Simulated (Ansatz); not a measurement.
# CH7BSi2 (SMILES B1[SiH2]C[SiH2]1): what the fields show

```xyz
11

B    -0.3997    0.9342   -1.2269
Si   -0.0035    1.1312    0.7523
C     0.6902   -0.6385    0.7621
Si   -0.2668   -1.0499   -0.8278
H    -0.5299    1.6382   -2.1771
H    -1.3100    1.1674    1.4765
H     0.8692    2.2030    1.3130
H     0.5299   -1.2578    1.6439
H     1.7635   -0.6119    0.5462
H     0.3588   -2.0341   -1.7578
H    -1.6361   -1.5389   -0.4839
```

Geometry: PBE0-D4/def2-TZVP.

All numbers below come from RKS PBE0-D4/def2-TZVPP in Ansatz 0.2.0.

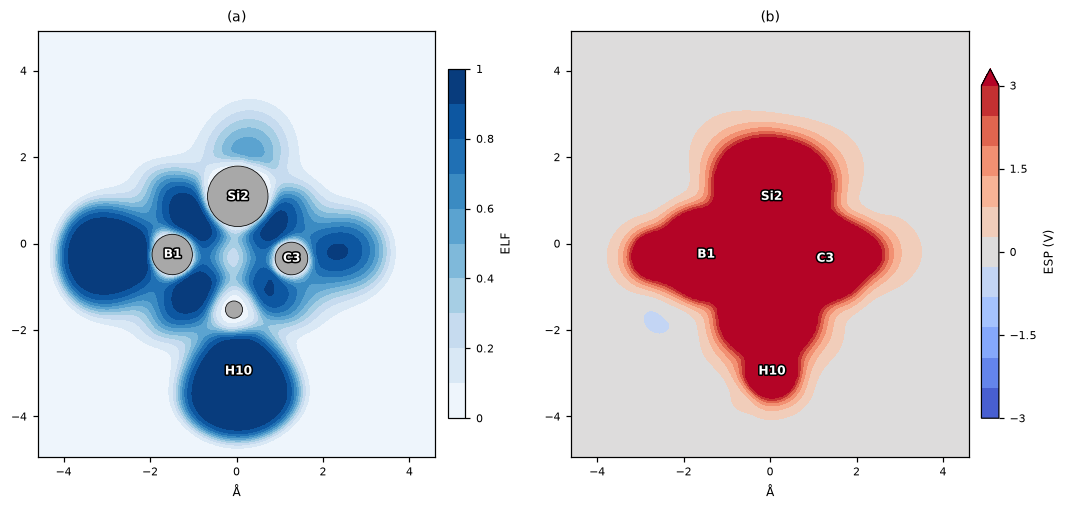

Figure 1. (a) electron localisation function; (b) molecular electrostatic potential on the plane of atoms B1, Si2 and C3. Grey discs cover the atomic cores in the ELF map.

Q: What does the map show?

A: The section cuts through B, Si, C and H sites. C–Si (1.90 Å): the ELF peaks at about 0.95 between the atoms (localised, covalent bonding). Si–B (2.03 Å): the ELF peaks at about 1 between the atoms (a covalent bond). Outside the dense part of the molecule the potential is most negative (−0.3 V) near H5, which lies off the plane.

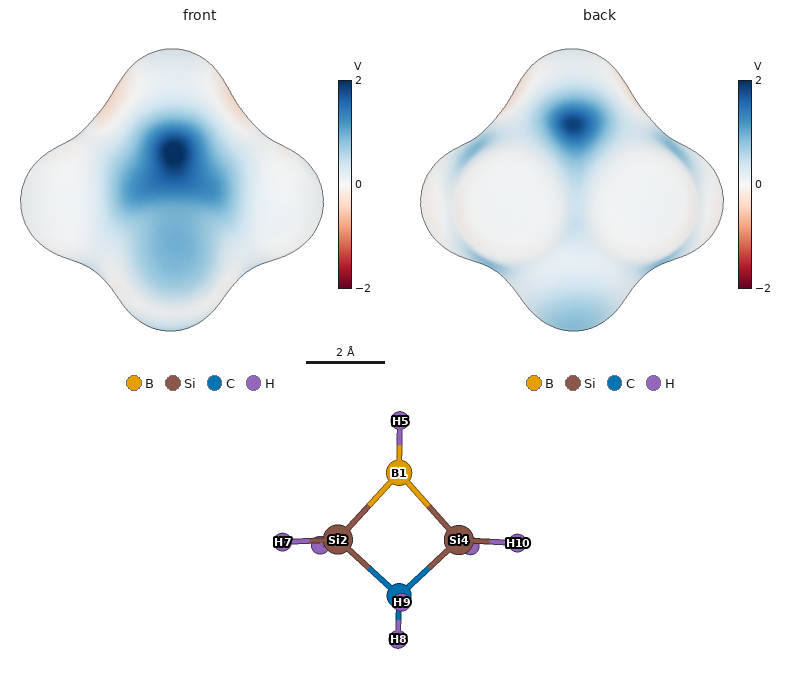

Figure 2. The molecular electrostatic potential painted on the density surface at 0.002 e/bohr³, seen from the front and from behind; the colour scale runs from red (negative) to blue (positive). The bare structure is drawn below in the same view.

Q: Describe the electrostatic potential map.

A: The most negative region (about −0.3 V) lies over H5, the most positive (about +1.9 V) over B1.

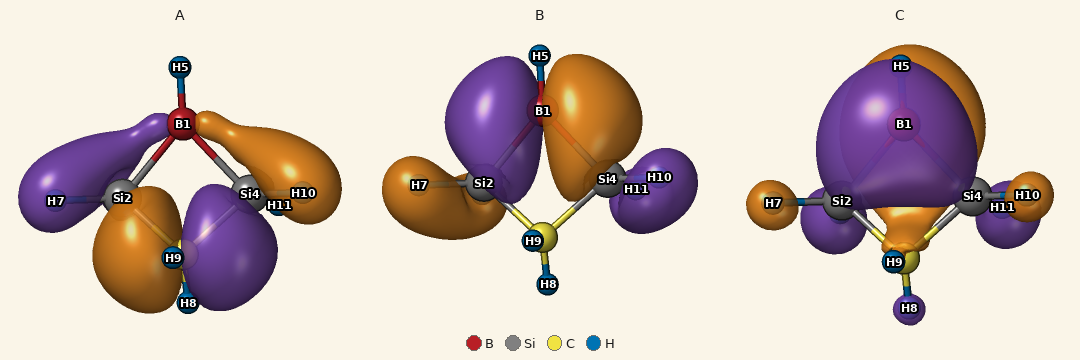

Figure 3. Three frontier orbitals at ±0.08 Å⁻³ᐟ² (orange and purple are the two phases), in no order.

Q: Order the three orbitals by energy and name them.

A: A is the HOMO−1 (−8.25 eV). Its weight (Hirshfeld) is mainly on C3 (about 40 %), Si2 (about 20 %) and Si4 (about 20 %). B is the HOMO (−7.10 eV). By Hirshfeld shares it lies mainly on B1 (about 35 %), Si2 (about 20 %) and Si4 (about 20 %). C is the LUMO (−2.81 eV). It lies mainly on B1 (about 55 %), Si2 (about 15 %) and Si4 (about 15 %).

Q: What is the HOMO–LUMO gap?

A: 4.29 eV between the orbital energies.

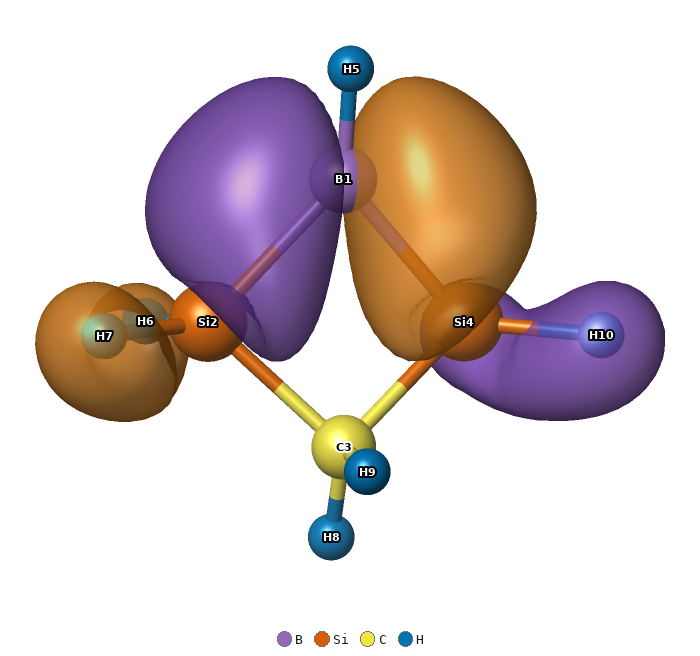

Figure 4. One frontier orbital at ±0.1 Å⁻³ᐟ² (orange and purple are the two phases), seen at a tilt.

Q: Which orbital is it: HOMO or LUMO?

A: The HOMO, at −7.10 eV. Its weight (Hirshfeld) is mainly on B1 (about 35 %), Si2 (about 20 %) and Si4 (about 20 %).
